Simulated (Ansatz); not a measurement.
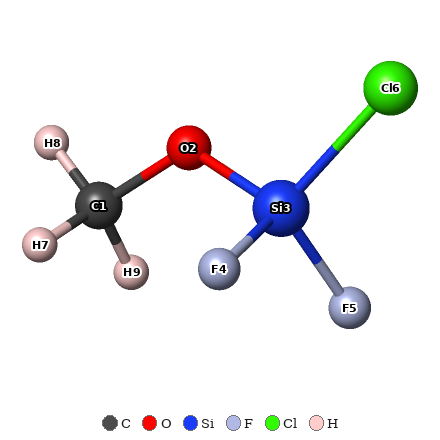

The system is CH3ClF2OSi, SMILES CO[Si](F)(F)Cl; the picture shows the reference structure. Coordinates scanned: (1) angle Cl6–Si3–O2; (2) angle H9–C1–H8. Nothing is relaxed (all other coordinates rigid). Grid: 13 × 13 points. All energies are given in kJ/mol relative to the relaxed molecule at the same level. Computed with RKS PBE-D4/def2-SVP (Ansatz 0.2.0).

Its coordinates:

```
atom    x (Å)    y (Å)    z (Å)
   C  -0.1578  -1.4124   0.1943
   O  -0.5349  -0.2206  -0.4922
  Si   0.1181   1.2566  -0.2198
   F  -0.0814   1.7136   1.3213
   F   1.7183   1.2482  -0.4708
  Cl  -0.7745   2.5940  -1.4630
   H  -0.3468  -1.3297   1.2864
   H  -0.7683  -2.2444  -0.2074
   H   0.9157  -1.6516   0.0342
```

Range: angle Cl6–Si3–O2 from 63.5 to 153.5°; angle H9–C1–H8 from 83.6 to 133.6°.

What landscape does the calculation give?

The lowest grid point is at angle Cl6–Si3–O2 = 108.5°, angle H9–C1–H8 = 108.6°, 0 kJ/mol from the relaxed molecule at the same level. It is the only kind of minimum in the scanned range. The highest grid point, angle Cl6–Si3–O2 = 63.5°, angle H9–C1–H8 = 133.6°, lies 454 kJ/mol above the lowest. Round the minimum the two coordinates are nearly uncoupled.

```tsv
angle H9–C1–H8 ↓, angle Cl6–Si3–O2 →	63.5	71.0	78.5	86.0	93.5	101.0	108.5	116.0	123.5	131.0	138.5	146.0	153.5
133.6	454	280	176	114	77	58	52	57	72	98	135	184	248
129.4	438	263	160	97	61	42	36	41	56	82	119	168	232
125.2	424	250	146	84	48	29	23	28	43	69	106	155	220
121.1	414	240	136	74	38	19	13	18	34	60	97	146	210
116.9	406	232	129	67	31	12	6	11	27	53	90	139	204
112.7	401	227	124	62	26	7	1	7	23	49	86	135	200
108.6	399	225	122	61	25	6	0	5	21	47	85	134	199
104.4	400	226	123	62	26	7	1	7	23	49	86	136	200
100.2	404	230	127	66	30	11	6	11	27	53	91	140	205
96.1	410	236	134	72	37	18	12	18	34	60	98	147	212
91.9	419	246	143	82	46	28	22	28	44	70	108	157	222
87.7	430	258	155	94	59	40	35	41	57	83	120	170	235
83.6	445	272	170	109	74	55	50	56	72	98	136	185	250
```

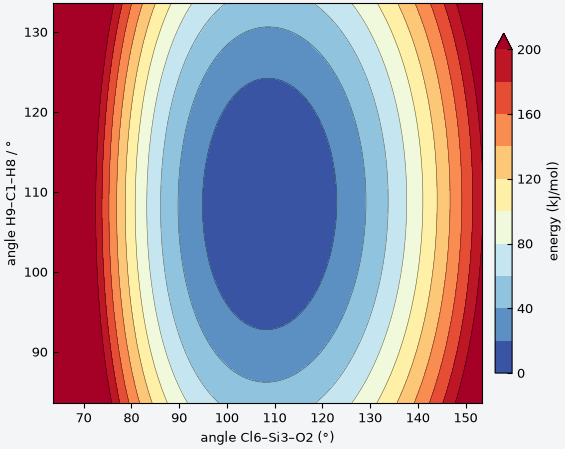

The picture shows filled contours, one colour for all values above the top of the scale. Between grid points the surface is interpolated.

Each point was launched as `ansatz run input.yaml --threads 1 --pin off --max-ram 2560MiB --backend cpu --events-out ev --progress --plain --runs-dir out`. The whole map (169 points run) took 12 min on 1 thread of Arm Neoverse V1, with other jobs on the host.
